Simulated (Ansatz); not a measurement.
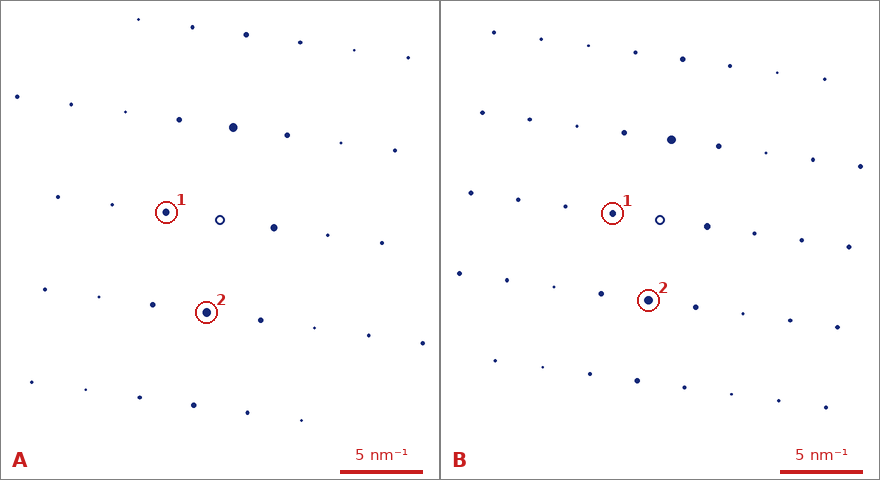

Kinematic electron diffraction patterns (120 kV, B = 0.5 Å², same scale) along [011] of the run's own cell, for the start and the end of one relaxation of Y2Re with DFT PBE, scalar-relativistic, plane waves, PAW (Ansatz). k mesh 12×12×12. The start is a generated model structure, and the relaxation ends in the nearest stationary point of its symmetry, not necessarily the ground state. Spot 1 is -1 0 0 and spot 2 is 0 -1 1 in both.

Start structure:

```
CELL_PARAMETERS angstrom
2.00719 1.15885 6.13960
-2.00719 1.15885 6.13960
0.00000 -2.31770 6.13960
ATOMIC_POSITIONS crystal
Y 0.75209 0.75209 0.75209
Y 0.24791 0.24791 0.24791
Re 0.00000 0.00000 0.00000
```

Which pattern belongs to the start structure, and which to the relaxed one?

B is the start: its cell gives d(1) = 3.416 Å, d(2) = 2.007 Å and an angle of 90.0°. A is the relaxed structure, with d(1) = 2.991 Å (-12.4 %), d(2) = 1.743 Å (-13.2 %) and 90.0°.

What did the relaxation do to the structure and the energy?

The volume changed by -9.8 % to 25.77 Å³ an atom; with the mean shift removed, the atoms moved by up to 0.15 Å relative to the cell (Y most); the space group stayed R-3m (No. 166); the free energy fell by 130 meV an atom. Relaxed cell: a = 7.616 Å, b = 7.616 Å, c = 7.616 Å, α = 26.46°, β = 26.46°, γ = 26.46°.
